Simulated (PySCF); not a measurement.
# CH₅ClO₂Si: NMR shifts at several levels of theory, part 2 of 2

PySCF 2.14.0. Atoms count from 0. Earlier steps stand in the parts before.

## (9) Shielding tensors: KT3/pcSseg-2

What the job is given:

```
{"job": {"kind": "nmr", "xc": "KT3", "basis": "pcSseg-2", "pop": false}, "charge": 0, "multiplicity": 1}
O     -0.769708    -1.743662    -0.361200
Si    -0.175646    -0.213457    -0.552635
O     -1.437379     0.858855    -0.593979
C      0.879564     0.137171     0.962700
Cl     1.305111     1.885715     0.899021
H     -1.340980    -2.092719    -1.050900
H      0.657845    -0.104254    -1.784445
H     -1.196212     1.771431    -0.399793
H      0.326043    -0.040074     1.896232
H      1.815728    -0.436999     0.997275
```

Method: GIAO KT3/pcSseg-2 NMR shielding, non-relativistic, gas phase.

The program printed:

```text
coarse grid: 9608 points
cycle   1  E = -949.1826035603  dE =  5.325e-01  |g| = 1.200e+00  |ddm| = 2.272e+00
cycle   2  E = -948.1112048639  dE =  1.071e+00  |g| = 2.523e+00  |ddm| = 3.069e+00
cycle   3  E = -949.4333180210  dE = -1.322e+00  |g| = 2.070e-01  |ddm| = 2.703e+00
cycle   4  E = -949.4419875886  dE = -8.670e-03  |g| = 1.073e-01  |ddm| = 3.100e-01
cycle   5  E = -949.4446249867  dE = -2.637e-03  |g| = 2.993e-02  |ddm| = 1.026e-01
cycle   6  E = -949.4448163021  dE = -1.913e-04  |g| = 1.240e-02  |ddm| = 3.304e-02
cycle   7  E = -949.4448526856  dE = -3.638e-05  |g| = 3.153e-03  |ddm| = 1.225e-02
cycle   8  E = -949.4448550281  dE = -2.342e-06  |g| = 1.045e-03  |ddm| = 3.261e-03
final grid: 84160 points
cycle   9  E = -949.4656907020  dE = -3.617e-04  |g| = 2.703e-02  |ddm| = 5.841e-02
cycle  10  E = -949.4655528702  dE =  1.378e-04  |g| = 3.427e-02  |ddm| = 3.652e-02
cycle  11  E = -949.4657526280  dE = -1.998e-04  |g| = 9.523e-03  |ddm| = 2.818e-02
cycle  12  E = -949.4657695206  dE = -1.689e-05  |g| = 1.395e-03  |ddm| = 6.343e-03
cycle  13  E = -949.4657699924  dE = -4.719e-07  |g| = 2.971e-04  |ddm| = 1.449e-03
cycle  14  E = -949.4657700094  dE = -1.695e-08  |g| = 1.379e-04  |ddm| = 3.277e-04
cycle  15  E = -949.4657700140  dE = -4.597e-09  |g| = 3.035e-05  |ddm| = 1.130e-04
cycle  16  E = -949.4657700142  dE = -1.896e-10  |g| = 9.207e-06  |ddm| = 2.798e-05
converged SCF energy = -949.4657700142

GIAO shielding tensors (ppm)
atom      isotropic    diamagn.    paramagn.     s11        s22        s33       span
  0 O      271.677     384.960    -113.283    235.014    277.294    302.723     67.709
  1 Si     385.511     877.596    -492.086    367.551    391.863    397.117     29.566
  2 O      276.701     386.076    -109.375    243.156    277.297    309.650     66.494
  3 C      146.559     247.035    -100.476    127.865    133.060    178.751     50.886
  4 Cl     928.183    1148.465    -220.283    802.651    884.868   1097.030    294.379
  5 H       29.588      30.611      -1.023     22.124     24.300     42.339     20.214
  6 H       26.177      29.111      -2.934     23.196     24.078     31.258      8.062
  7 H       29.112      31.929      -2.817     19.608     27.136     40.593     20.985
  8 H       28.452      29.959      -1.507     23.386     27.302     34.667     11.281
  9 H       28.453      29.292      -0.839     22.749     27.605     35.004     12.255
```

It took 40 s on 1 thread of Arm Neoverse V1, shared host; peak memory 0.81 GiB.

Key values: δ C3 34.8, O0 49.6, Si1 -27.3, Cl4 9, H6 5.18, H8 2.90 ppm (means over like atoms).

## (10) Nuclear shieldings: B97-D/pcSseg-2

The job, as its differences from that of step 9:

```diff
@@ -1,2 +1,2 @@
-{"job": {"kind": "nmr", "xc": "KT3", "basis": "pcSseg-2", "pop": false}, "charge": 0, "multiplicity": 1}
+{"job": {"kind": "nmr", "xc": "B97-D", "basis": "pcSseg-2", "pop": false}, "charge": 0, "multiplicity": 1}
 O     -0.769708    -1.743662    -0.361200
```

Method: GIAO B97-D/pcSseg-2 NMR shielding, non-relativistic, gas phase.

The program printed:

```text
coarse grid: 9608 points
cycle   1  E = -941.1335486580  dE =  5.173e-01  |g| = 1.204e+00  |ddm| = 2.306e+00
cycle   2  E = -940.0975668210  dE =  1.036e+00  |g| = 2.533e+00  |ddm| = 2.875e+00
cycle   3  E = -941.3793050516  dE = -1.282e+00  |g| = 2.058e-01  |ddm| = 2.515e+00
cycle   4  E = -941.3878960308  dE = -8.591e-03  |g| = 1.079e-01  |ddm| = 2.927e-01
cycle   5  E = -941.3904147024  dE = -2.519e-03  |g| = 3.098e-02  |ddm| = 9.440e-02
cycle   6  E = -941.3906192026  dE = -2.045e-04  |g| = 1.348e-02  |ddm| = 3.449e-02
cycle   7  E = -941.3906600243  dE = -4.082e-05  |g| = 3.223e-03  |ddm| = 1.241e-02
cycle   8  E = -941.3906622439  dE = -2.220e-06  |g| = 1.197e-03  |ddm| = 3.218e-03
final grid: 84160 points
cycle   9  E = -941.3835625741  dE = -1.157e-04  |g| = 1.398e-02  |ddm| = 3.465e-02
cycle  10  E = -941.3835231575  dE =  3.942e-05  |g| = 1.765e-02  |ddm| = 1.962e-02
cycle  11  E = -941.3835804213  dE = -5.726e-05  |g| = 4.795e-03  |ddm| = 1.482e-02
cycle  12  E = -941.3835854086  dE = -4.987e-06  |g| = 8.231e-04  |ddm| = 3.314e-03
cycle  13  E = -941.3835855664  dE = -1.579e-07  |g| = 1.540e-04  |ddm| = 7.889e-04
cycle  14  E = -941.3835855698  dE = -3.397e-09  |g| = 8.073e-05  |ddm| = 1.590e-04
cycle  15  E = -941.3835855711  dE = -1.285e-09  |g| = 1.503e-05  |ddm| = 5.523e-05
cycle  16  E = -941.3835855712  dE = -4.593e-11  |g| = 3.895e-06  |ddm| = 1.360e-05
converged SCF energy = -941.3835855712

GIAO shielding tensors (ppm)
atom      isotropic    diamagn.    paramagn.     s11        s22        s33       span
  0 O      272.880     385.167    -112.287    236.602    278.220    303.819     67.217
  1 Si     368.826     876.143    -507.317    351.570    374.021    380.887     29.318
  2 O      277.631     386.293    -108.662    243.666    278.698    310.528     66.862
  3 C      143.078     247.117    -104.040    123.509    128.998    176.726     53.217
  4 Cl     918.490    1147.664    -229.174    789.794    872.039   1093.637    303.843
  5 H       29.593      30.655      -1.062     22.124     24.274     42.380     20.256
  6 H       26.165      29.128      -2.962     23.205     24.072     31.218      8.013
  7 H       29.095      31.948      -2.853     19.609     27.075     40.602     20.994
  8 H       28.492      29.828      -1.336     23.526     27.368     34.583     11.057
  9 H       28.498      29.173      -0.676     22.901     27.698     34.894     11.992
```

Wall time 40 s (1 thread of Arm Neoverse V1, shared host); peak memory 0.81 GiB.

Key values: δ C3 35.9, O0 49.9, Si1 -32.3, Cl4 8, H6 5.23, H8 2.90 ppm (means over like atoms).

## (11) Nuclear shieldings: B3LYP/pcSseg-2

The job, as its differences from that of step 10:

```diff
@@ -1,2 +1,2 @@
-{"job": {"kind": "nmr", "xc": "B97-D", "basis": "pcSseg-2", "pop": false}, "charge": 0, "multiplicity": 1}
+{"job": {"kind": "nmr", "xc": "B3LYP", "basis": "pcSseg-2", "pop": false}, "charge": 0, "multiplicity": 1}
 O     -0.769708    -1.743662    -0.361200
```

Method: GIAO B3LYP/pcSseg-2 NMR shielding, non-relativistic, gas phase.

The program printed:

```text
coarse grid: 9608 points
cycle   1  E = -941.3310553516  dE =  4.894e-01  |g| = 1.084e+00  |ddm| = 2.262e+00
cycle   2  E = -940.8894280353  dE =  4.416e-01  |g| = 1.868e+00  |ddm| = 1.734e+00
cycle   3  E = -941.5297317397  dE = -6.403e-01  |g| = 1.158e-01  |ddm| = 1.321e+00
cycle   4  E = -941.5323547764  dE = -2.623e-03  |g| = 4.807e-02  |ddm| = 1.304e-01
cycle   5  E = -941.5328367375  dE = -4.820e-04  |g| = 1.250e-02  |ddm| = 4.159e-02
cycle   6  E = -941.5328672779  dE = -3.054e-05  |g| = 5.198e-03  |ddm| = 1.229e-02
cycle   7  E = -941.5328727811  dE = -5.503e-06  |g| = 1.067e-03  |ddm| = 4.197e-03
final grid: 84160 points
cycle   8  E = -941.5313643443  dE = -5.545e-05  |g| = 3.718e-03  |ddm| = 2.157e-02
cycle   9  E = -941.5313621712  dE =  2.173e-06  |g| = 4.518e-03  |ddm| = 4.567e-03
cycle  10  E = -941.5313667749  dE = -4.604e-06  |g| = 7.839e-04  |ddm| = 3.293e-03
cycle  11  E = -941.5313668896  dE = -1.146e-07  |g| = 1.698e-04  |ddm| = 6.195e-04
cycle  12  E = -941.5313668936  dE = -4.060e-09  |g| = 8.270e-05  |ddm| = 1.513e-04
cycle  13  E = -941.5313668948  dE = -1.177e-09  |g| = 1.746e-05  |ddm| = 5.180e-05
cycle  14  E = -941.5313668948  dE = -5.775e-11  |g| = 4.449e-06  |ddm| = 1.500e-05
converged SCF energy = -941.5313668948

GIAO shielding tensors (ppm)
atom      isotropic    diamagn.    paramagn.     s11        s22        s33       span
  0 O      272.992     385.199    -112.207    235.838    278.236    304.901     69.063
  1 Si     356.891     874.581    -517.690    342.397    359.566    368.712     26.316
  2 O      278.285     386.363    -108.078    242.843    279.716    312.295     69.452
  3 C      143.911     245.633    -101.722    124.811    130.326    176.595     51.784
  4 Cl     929.754    1146.812    -217.058    805.230    887.774   1096.258    291.028
  5 H       29.488      30.606      -1.118     21.897     24.043     42.524     20.626
  6 H       26.284      28.883      -2.598     23.283     24.184     31.386      8.104
  7 H       29.019      31.831      -2.812     19.405     26.914     40.739     21.334
  8 H       28.528      29.843      -1.316     23.497     27.407     34.679     11.182
  9 H       28.548      29.293      -0.745     22.860     27.736     35.048     12.188
```

It took 28 s on 1 thread of Arm Neoverse V1, shared host; peak memory 1 GiB.

Key values: δ C3 35.3, O0 50.2, Si1 -32.3, Cl4 -2, H6 5.10, H8 2.85 ppm (means over like atoms).

## (12) Run by run: NMR shifts

Shifts (ppm), means over like atoms, with basis size and wall time:

```csv
run,C3,H6,H8,H5,O0,Si1,Cl4,functions,time
HF/pcSseg-2,30.4,4.52,2.74,2.46,29.6,-32.8,-62,264,22 s
LDA/pcSseg-2,36.2,5.70,2.94,2.31,67.2,-21.6,22,264,36 s
PBE/pcSseg-2,35.3,5.45,2.88,2.07,57.8,-26.0,16,264,44 s
BLYP/pcSseg-2,36.5,5.33,2.89,2.08,56.6,-34.1,16,264,37 s
BP86/pcSseg-2,35.5,5.44,2.88,2.05,55.7,-27.4,12,264,37 s
OPBE/pcSseg-2,34.0,5.33,2.87,1.99,51.1,-21.5,11,264,43 s
KT2/pcSseg-2,34.7,5.42,2.92,2.08,55.0,-23.3,9,264,43 s
KT3/pcSseg-2,34.8,5.18,2.90,2.00,49.6,-27.3,9,264,40 s
B97-D/pcSseg-2,35.9,5.23,2.90,2.05,49.9,-32.3,8,264,40 s
B3LYP/pcSseg-2,35.3,5.10,2.85,2.14,50.2,-32.3,-2,264,28 s
```

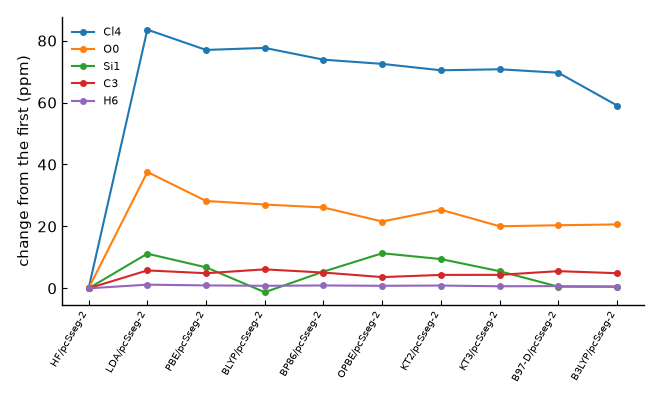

How five of the tabulated atoms move from run to run.

## (13) What came out

The summary covers parts 1 to 2.

```
                                                             quantity                 value
                                 13C shifts against TMS (HF/pcSseg-2)              30.4 ppm
 1H shifts against TMS (HF/pcSseg-2, means over atoms taken as alike)  4.52, 2.74, 2.46 ppm
17O shifts against H2O (HF/pcSseg-2, means over atoms taken as alike)              29.6 ppm
                                29Si shifts against TMS (HF/pcSseg-2)             -32.8 ppm
                                35Cl shifts against HCl (HF/pcSseg-2)               -62 ppm
                                            range of the shift of Cl4         -62 to 22 ppm
```

What this shows: Single values in the summary come from the first run of each kind that ended normally (HF/pcSseg-2), which need not be the best level. At HF/pcSseg-2: The widest tensor belongs to Cl4: span 199 ppm, with a paramagnetic part of -140 ppm. In ppm, Cl4 moves most: its shift spreads over 84 ppm, from -62 (HF/pcSseg-2) to 22 (LDA/pcSseg-2).
